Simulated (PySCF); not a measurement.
# doublet [CH3BF3Ge]2+ at 6 levels

Wanted: a comparison of 6 runs (UB3LYP/def2-SVP, UBHLYP/def2-SVP, UPBE/def2-SVP, UPBE0/def2-SVP, USVWN5/def2-SVP, UTPSS/def2-SVP) of doublet [CH3BF3Ge]2+. Input form: a Python script.

Program for the calculation: PySCF 2.14.0.

1 further run of the same task is left out (set aside as unsound or not needed).

## (1) The molecule

[CH3BF3Ge]2+: 9 atoms, total charge +2, spin state doublet. As SMILES of the parent species, `[CH3][Ge+]([F])[B](F)F`. The shape comes from GFN2-xTB, which is rough for such elements, and wasn't checked as a minimum. That shape belongs to the parent species and isn't relaxed for this state.

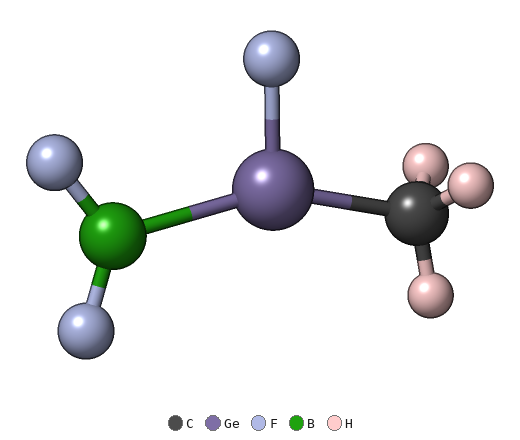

The structure, seen from a chosen angle (carbon dark grey, germanium purple, fluorine light blue, boron green, hydrogen pink).

## (2) The energy at UB3LYP/def2-SVP (run 1)

File mol.xyz:

```xyz
9

C     -1.827570    -0.232630    -0.019740
Ge     0.127990     0.202360    -0.000590
F      0.165210     1.931220    -0.020140
B      2.303130    -0.280720     0.029180
F      3.084040     0.724700     0.087070
F      2.676590    -1.500590    -0.012720
H     -2.003290    -1.308940    -0.075000
H     -2.263930     0.280640    -0.885140
H     -2.262170     0.183950     0.897070
```

File job.py:

```python
from pyscf import gto, dft

mol = gto.M(
    atom='mol.xyz',
    charge=2,
    max_memory=1860,
    verbose=3,
    basis='def2-svp',
    spin=1,
)

calc0 = dft.UKS(mol, xc='b3lyp')
calc0.grids.level = 5
calc0.conv_tol = 1e-10
calc0.kernel()
if not calc0.converged:
    calc0 = calc0.newton().run(calc0.mo_coeff, calc0.mo_occ)

etot = calc0.e_tot
print('E(%s) = %.9f' % ('B3LYP', etot))
```

On the command line:

```
$ OMP_NUM_THREADS=1 python job.py
```

Output:

```text
WARN: HOMO -0.32424310461202 >= LUMO -0.324243104612022

converged SCF energy = -2440.01650447956  <S^2> = 0.75760177  2S+1 = 2.0075874
E(B3LYP) = -2440.016504480
```

Wall time 2.5 min (1 thread of Arm Neoverse N1, shared host); peak memory 0.68 GiB.

## (3) A single-point energy at UBHLYP/def2-SVP (run 2)

File run.py:

```python
from pyscf import gto, dft

system = gto.Mole()
system.atom = '''
C     -3.453607    -0.439607    -0.037303
Ge     0.241866     0.382405    -0.001115
F      0.312202     3.649477    -0.038059
B      4.352285    -0.530484     0.055142
F      5.827991     1.369485     0.164538
F      5.058022    -2.835704    -0.024037
H     -3.785669    -2.473538    -0.141729
H     -4.278208     0.530333    -1.672672
H     -4.274882     0.347615     1.695217
'''
system.max_memory = 1860
system.unit = 'bohr'
system.spin = 1
system.basis = 'def2-svp'
system.verbose = 3
system.charge = 2
system.build()

calc0 = dft.UKS(system)
calc0.xc = 'bhandhlyp'
calc0.conv_tol = 1e-10
calc0.grids.level = 5
calc0.kernel()
if not calc0.converged:
    calc0 = calc0.newton().run(calc0.mo_coeff, calc0.mo_occ)

energy = calc0.e_tot
print('E = %.10f Eh' % energy)
```

On the command line:

```
$ OMP_NUM_THREADS=1 python run.py
```

Output:

```text
WARN: HOMO -0.330063775123035 >= LUMO -0.330063775123036

converged SCF energy = -2439.78572974961  <S^2> = 0.77083303  2S+1 = 2.0207256
E = -2439.7857297496 Eh
```

It took 2.5 min on 1 thread of Arm Neoverse N1, shared host; peak memory 0.69 GiB.

Runs 3 to 5 aren't shown in full; the table further down has their settings and results.

## (4) The energy at UTPSS/def2-SVP (run 6)

File calc.py:

```python
from pyscf import gto, dft

mol = gto.M(
    atom='''
C   -1.827570  -0.232630  -0.019740
Ge   0.127990   0.202360  -0.000590
F    0.165210   1.931220  -0.020140
B    2.303130  -0.280720   0.029180
F    3.084040   0.724700   0.087070
F    2.676590  -1.500590  -0.012720
H   -2.003290  -1.308940  -0.075000
H   -2.263930   0.280640  -0.885140
H   -2.262170   0.183950   0.897070
''',
    spin=1,
    max_memory=1860,
    basis='def2-svp',
    charge=2,
    verbose=4,
)

mf = dft.UKS(mol, xc='tpss')
mf.grids.level = 5
mf.conv_tol = 1e-10
mf.kernel()
if not mf.converged:
    mf = mf.newton().run(mf.mo_coeff, mf.mo_occ)

etot = mf.e_tot
print('E(%s) = %.9f' % ('TPSS', etot))
```

On the command line:

```
$ OMP_NUM_THREADS=1 python calc.py
```

Output:

```text
PySCF version 2.14.0

[... 59 lines left out ...]
WARN: HOMO -0.317175476034202 >= LUMO -0.317175476034204
[... 70 lines left out ...]
converged SCF energy = -2439.99460180355  <S^2> = 0.75444785  2S+1 = 2.0044429
E(TPSS) = -2439.994601804
```

Run time: 5.8 min. Hardware: 1 thread of Arm Neoverse N1, shared host; peak memory 0.74 GiB.

## (5) Overview of the runs

| run | level | energy (Eh) | HOMO energy (eV) | LUMO energy (eV) | ⟨S²⟩ | wall time |
| --- | --- | --- | --- | --- | --- | --- |
| 1 | UB3LYP/def2-SVP | -2440.016504 | -21.73 | -19.36 | 0.758 | 2.5 min |
| 2 | UBHLYP/def2-SVP | -2439.785730 | -23.52 | -18.51 | 0.771 | 2.5 min |
| 3 | UPBE/def2-SVP | -2439.298282 | -20.45 | -19.68 | 0.753 | 2.4 min |
| 4 | UPBE0/def2-SVP | -2439.335988 | -22.08 | -19.23 | 0.760 | 2.7 min |
| 5 | USVWN5/def2-SVP | -2434.289962 | -20.58 | -19.98 | 0.751 | 89 s |
| 6 | UTPSS/def2-SVP | -2439.994602 | -20.59 | -19.65 | 0.754 | 5.8 min |

## (6) Outcome

| quantity | value |
| --- | --- |
| run 6: total energy | -2439.99460 Eh |
| run 6: HOMO energy (highest over α and β) | -20.59 eV |
| run 6: LUMO energy (lowest over α and β) | -19.65 eV |
| run 6: ⟨S²⟩ | 0.754 |

What this shows: Totals of different functionals can't be ranked against each other. All runs together took 17 min, the longest 5.8 min.
